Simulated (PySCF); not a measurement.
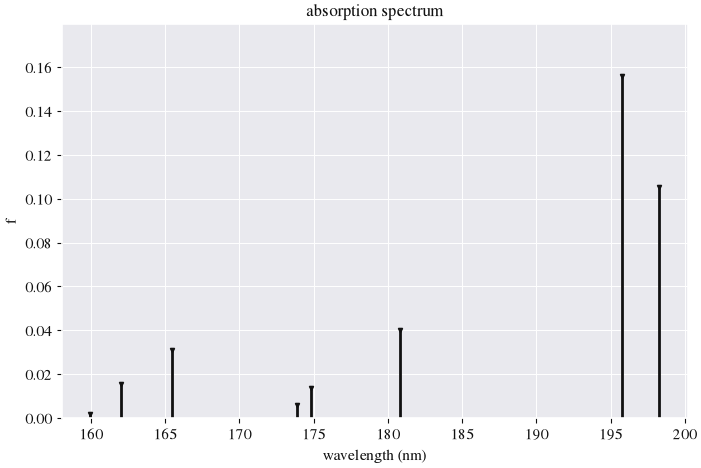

Computed absorption of C₂H₈Si₂, SMILES [SiH3][C@@H]1C[SiH2]1. Vertical TDDFT excitations, CAM-B3LYP/def2-SVPD in PySCF, at a GFN2-xTB geometry (no frequency check), gas phase. The lowest 8 singlet states are shown.

> Does any vertical transition fall in the visible?

No singlet lies below 3.1 eV (beyond 400 nm), so at this level no vertical transition falls in the visible.

> Which of the computed transitions is the brightest, and what character does the calculation give it?

S2 at 6.33 eV (196 nm), f = 0.156, mixed, the largest part being HOMO → LUMO (46 %).

> List the transitions behind the spectrum.

| state | E (eV) | λ (nm) | f | main character |
| --- | --- | --- | --- | --- |
| S1 | 6.25 | 198 | 0.105 | HOMO → LUMO (50 %) |
| S2 | 6.33 | 196 | 0.156 | HOMO → LUMO (46 %) |
| S3 | 6.86 | 181 | 0.040 | HOMO → LUMO+2 (74 %) |
| S4 | 7.09 | 175 | 0.014 | HOMO → LUMO+4 (34 %) |
| S5 | 7.13 | 174 | 0.006 | HOMO−1 → LUMO (30 %) |
| S6 | 7.49 | 165 | 0.031 | HOMO−1 → LUMO (55 %) |
| S7 | 7.65 | 162 | 0.016 | HOMO → LUMO+6 (55 %) |
| S8 | 7.75 | 160 | 0.002 | HOMO → LUMO+5 (31 %) |

Known limits of this run: the tight-binding geometry is rougher than a DFT one and adds to the error; core orbitals are frozen in the response.
